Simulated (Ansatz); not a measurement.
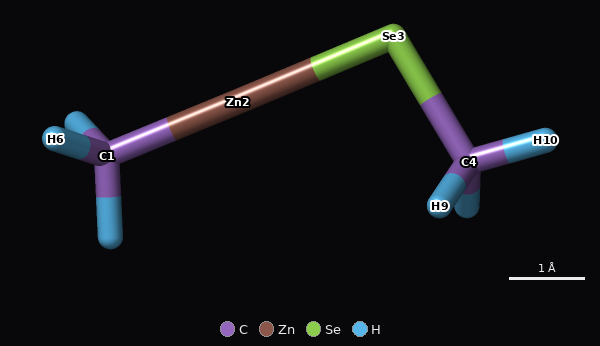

The structure as given in the input (stick view, seen at a tilt; atoms are numbered from 1 in the order of the input). Sticks mark near contacts. Bond lengths as drawn: C–H 1.09 Å, C–Se 1.97 Å, C–Zn 1.94 Å and Se–Zn 2.30 Å.

## Run report: C$_{2}$H$_{6}$SeZn, single-point calculation

C$_{2}$H$_{6}$SeZn, SMILES [CH3][Zn][Se]C, computed with RKS wPBEh/cc-pVTZ (Ansatz 0.2.0).

The geometry comes from this level: PBE0-D4/def2-TZVP. Figures and captions count atoms from 1; the log counts them from 0 in places.

### Output
```
Functional definition: wPBEh
  name "wPBEh"
  cite "Heyd, Scuseria & Ernzerhof, J. Chem. Phys. 118, 8207 (2003) doi:10.1063/1.1564060"
  cite "Krukau, Vydrov, Izmaylov & Scuseria, J. Chem. Phys. 125, 224106 (2006) doi:10.1063/1.2404663"
  cite "Heyd & Scuseria, J. Chem. Phys. 120, 7274 (2004) doi:10.1063/1.1668634"
  cite "Ernzerhof & Perdew, J. Chem. Phys. 109, 3313 (1998) doi:10.1063/1.476928"
  cite "Perdew, Burke & Ernzerhof, Phys. Rev. Lett. 77, 3865 (1996) doi:10.1103/PhysRevLett.77.3865"
  parent pbe
  parameter a = 0.25
  parameter omega = 0.11/bohr
  exchange = wpbe_x - a*pbe_x_sr(omega) + a*exact_x_sr(omega)
  correlation = pbe_c
1740 factors; their error is unknown
117 factors; integrals over basis functions are off by at most 6.9e-7 eV
mean field evaluation 1: about -115914.9351 eV, gradient 8.0e1 eV
mean field evaluation 2: about -115896.4430 eV, gradient 1.3e2 eV
mean field evaluation 4: about -115927.5224 eV, gradient 9.2e0 eV
mean field evaluation 8: about -115927.6452 eV, gradient 1.9e-1 eV
mean field evaluation 16: about -115928.1575 eV, gradient 3.2e-3 eV
mean field evaluation 32: about -115927.6451 eV, gradient 3.0e-1 eV
mean field evaluation 64: about -115928.1575 eV, gradient 6.4e-5 eV
mean field -115928.15753001 eV, -4260.2812103003 hartree, gradient 2.1e-5 eV, S^2 0.000000; 2 other end points of the search recorded, 0 dependent functions left out
the calculation of the forces begins
reference -115928.15757402 eV, -4260.2812119177 hartree; 41, 41 occupied and 214, 214 virtual orbitals, 1740 factors
Total energy: -115928.15757402 eV, -4260.2812119177 hartree
Atom 0 at    -1.475505     1.959590     0.531821 Å, force    -0.031674     0.020166     0.011529 eV/Å
Atom 1 at     0.094920     0.961741    -0.015866 Å, force     0.046793    -0.021272    -0.016190 eV/Å
Atom 2 at     1.962497    -0.205958    -0.668806 Å, force    -0.004201     0.077111     0.002429 eV/Å
Atom 3 at     1.271647    -2.037251    -0.463335 Å, force    -0.027508    -0.096341     0.008010 eV/Å
Atom 4 at    -2.322129     1.285764     0.682248 Å, force     0.019913     0.029073    -0.002161 eV/Å
Atom 5 at    -1.288598     2.489730     1.467978 Å, force    -0.014305    -0.012192    -0.027955 eV/Å
Atom 6 at    -1.751625     2.690466    -0.231168 Å, force     0.000990    -0.018590     0.027505 eV/Å
Atom 7 at     0.419997    -2.207505    -1.117724 Å, force     0.029722    -0.000766     0.022433 eV/Å
Atom 8 at     1.003722    -2.237877     0.571309 Å, force     0.009244     0.000610    -0.036059 eV/Å
Atom 9 at     2.085083    -2.698700    -0.756455 Å, force    -0.028974     0.022201     0.010459 eV/Å
Dipole moment:    -0.323394    -0.101013     0.108196 e Å
```

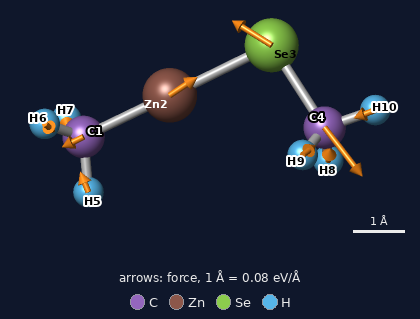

Forces on the atoms as orange arrows (ball-and-stick view, seen at a tilt; atoms are numbered from 1 in the order of the input). The largest act on C4 (0.10 eV/Å); Se3 (0.08 eV/Å); Zn2 (0.05 eV/Å); C1 (0.04 eV/Å), among others. The geometry is not a stationary point of this energy.

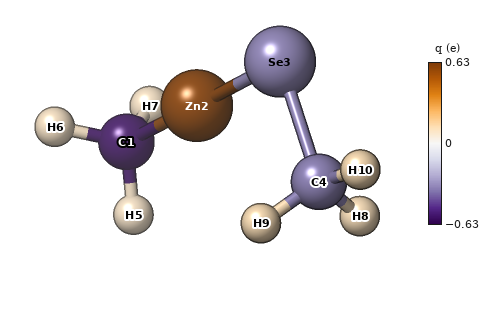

Mulliken charges, as the colour of each atom (ball-and-stick view, seen at a tilt; atoms are numbered from 1 in the order of the input). By element: C −0.58 to −0.34, Zn +0.60, Se −0.33 and H +0.09 to +0.12 e.

The run was set up as follows.

### Input file
```yaml
crystal:
  periodic: [false, false, false]
  atoms:
    - {symbol: C, position_ang: [-1.475505, 1.959590, 0.531821]}
    - {symbol: Zn, position_ang: [0.094920, 0.961741, -0.015866]}
    - {symbol: Se, position_ang: [1.962497, -0.205958, -0.668806]}
    - {symbol: C, position_ang: [1.271647, -2.037251, -0.463335]}
    - {symbol: H, position_ang: [-2.322129, 1.285764, 0.682248]}
    - {symbol: H, position_ang: [-1.288598, 2.489730, 1.467978]}
    - {symbol: H, position_ang: [-1.751625, 2.690466, -0.231168]}
    - {symbol: H, position_ang: [0.419997, -2.207505, -1.117724]}
    - {symbol: H, position_ang: [1.003722, -2.237877, 0.571309]}
    - {symbol: H, position_ang: [2.085083, -2.698700, -0.756455]}
basis:
  gaussian: {orbitals: cc-pVTZ}
hamiltonian: {xc: {name: wPBEh}}
scf: {lower_state_search: full}
output: {forces: true}
```

Launch command:
```bash
ansatz run in.yaml --threads 4 --pin off --events-out ev --progress --plain --max-ram 10444MiB
```

### Results in brief

```csv
quantity,value
outcome,converged
total energy,−115928.1576 eV
SCF solution under orbital rotations,stable
largest force (length of the vector),0.101 eV/Å
dipole moment,1.71 D
hardware,"4 threads of INTEL XEON PLATINUM @ 2.30GHz, 23 GiB of memory available, shared host"
wall time,8.5 s (CPU time 30 s)
peak memory,1 GiB
```
